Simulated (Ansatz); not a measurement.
# Run report: InB$_{2}$NH$_{5}$Cl, single-point calculation

InB$_{2}$NH$_{5}$Cl, computed with RKS PBE-D4/def2-TZVPP (Ansatz 0.2.0).

The geometry comes from this level: PBE0-D4/def2-TZVP. Figures and captions count atoms from 1; the log counts them from 0 in places.

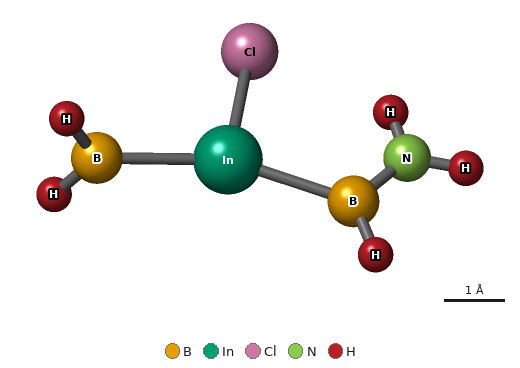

**Figure 1.** The structure (ball-and-stick view, seen at a tilt). Sticks mark near contacts.

Results in brief

- outcome: converged
- total energy: −20614.1517 eV
- mean-field energy: −20613.9339 eV
- dispersion energy: −0.2178 eV
- SCF solution under orbital rotations: stable
- HOMO: −5.84 eV
- LUMO: −3.42 eV
- largest force (length of the vector): 0.389 eV/Å
- dipole moment: 2.89 D
- hardware: 4 threads of Arm Neoverse V2, 23 GiB of memory available, shared host
- wall time: 2.7 s (CPU time 9.6 s)
- peak memory: 0.34 GiB

Input file
```yaml
crystal:
  periodic: [false, false, false]
  atoms:
    - {symbol: B, position_ang: [-0.609300, 1.978592, 2.088042]}
    - {symbol: In, position_ang: [-0.186267, 0.464934, 0.493975]}
    - {symbol: Cl, position_ang: [2.235444, 0.481179, 0.373057]}
    - {symbol: B, position_ang: [-0.650675, -1.082033, -1.085059]}
    - {symbol: N, position_ang: [0.481827, -1.593278, -1.681793]}
    - {symbol: H, position_ang: [-0.668773, 1.666582, 3.240974]}
    - {symbol: H, position_ang: [-0.746806, 3.136719, 1.823615]}
    - {symbol: H, position_ang: [-1.730657, -1.468960, -1.423997]}
    - {symbol: H, position_ang: [1.411827, -1.290407, -1.421237]}
    - {symbol: H, position_ang: [0.463392, -2.293328, -2.407576]}
basis:
  gaussian: {orbitals: def2-TZVPP}
hamiltonian: {xc: pbe, dispersion: d4}
output: {forces: true, orbitals: {seedname: orbitals}}
```

Run as:
```bash
ansatz run in.yaml --threads 4 --pin off --events-out ev --progress --plain --max-ram 10444MiB
```

Log
```
Functional definition: PBE
  name "PBE"
  cite "Perdew, Burke & Ernzerhof, Phys. Rev. Lett. 77, 3865 (1996) doi:10.1103/PhysRevLett.77.3865"
  parent pbe
  parameter kappa = 0.804
  parameter beta = 0.06672455060314922
  exchange = pbe_x(kappa = kappa, mu = beta*pi^2/3)
  correlation = pbe_c(beta = beta)
1470 factors; their error is unknown
mean field evaluation 1: about -20601.6903 eV, gradient 7.4e1 eV
mean field evaluation 2: about -20545.8014 eV, gradient 1.4e2 eV
mean field evaluation 4: about -20613.3728 eV, gradient 1.4e1 eV
mean field evaluation 8: about -20613.9560 eV, gradient 1.9e-1 eV
mean field evaluation 16: about -20613.9339 eV, gradient 1.8e-3 eV
mean field -20613.93385975 eV, -757.5480967197 hartree, gradient 2.1e-5 eV, S^2 0.000000; 0 other end points of the search recorded, 0 dependent functions left out
the calculation of the forces begins
reference -20613.93392028 eV, -757.5480989442 hartree; 30, 30 occupied and 225, 225 virtual orbitals, 1470 factors
Total energy: -20614.15174035 eV, -757.5561036840 hartree
Atom 0 at    -0.609300     1.978592     2.088042 Å, force     0.058715    -0.049153    -0.053658 eV/Å
Atom 1 at    -0.186267     0.464934     0.493975 Å, force    -0.255104     0.040369     0.056443 eV/Å
Atom 2 at     2.235444     0.481179     0.373057 Å, force     0.222819    -0.003577    -0.016413 eV/Å
Atom 3 at    -0.650675    -1.082033    -1.085059 Å, force    -0.193891     0.097445     0.112267 eV/Å
Atom 4 at     0.481827    -1.593278    -1.681793 Å, force    -0.052045     0.008672     0.012064 eV/Å
Atom 5 at    -0.668773     1.666582     3.240974 Å, force    -0.013240    -0.046264     0.122468 eV/Å
Atom 6 at    -0.746806     3.136719     1.823615 Å, force    -0.022692     0.123693    -0.040791 eV/Å
Atom 7 at    -1.730657    -1.468960    -1.423997 Å, force    -0.112979    -0.028268    -0.022849 eV/Å
Atom 8 at     1.411827    -1.290407    -1.421237 Å, force     0.358577     0.114371     0.098158 eV/Å
Atom 9 at     0.463392    -2.293328    -2.407576 Å, force     0.009841    -0.257289    -0.267688 eV/Å
Dipole moment:    -0.476616    -0.266689    -0.250051 e Å
```

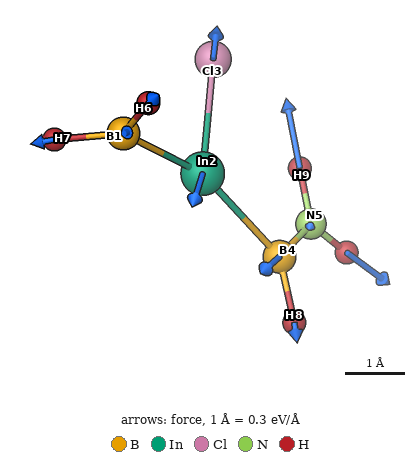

**Figure 2.** Forces on the atoms as blue arrows (ball-and-stick view, seen at a tilt; atoms are numbered from 1 in the order of the input). The largest act on H9 (0.39 eV/Å); H10 (0.37 eV/Å); In2 (0.26 eV/Å); B4 (0.24 eV/Å), among others. The geometry is not a stationary point of this energy.

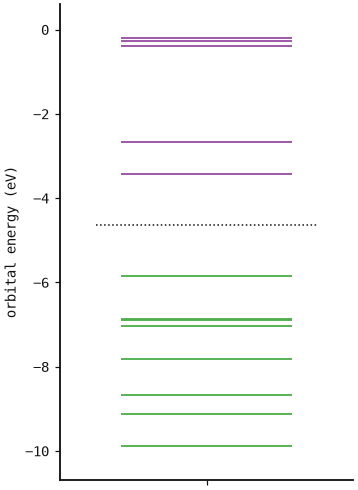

**Figure 3.** Orbital energies near the frontier; the dotted line parts filled from empty levels, and levels within 0.02 eV of each other stand side by side. Highest filled −5.84 eV, lowest empty −3.42 eV, 2.42 eV apart.
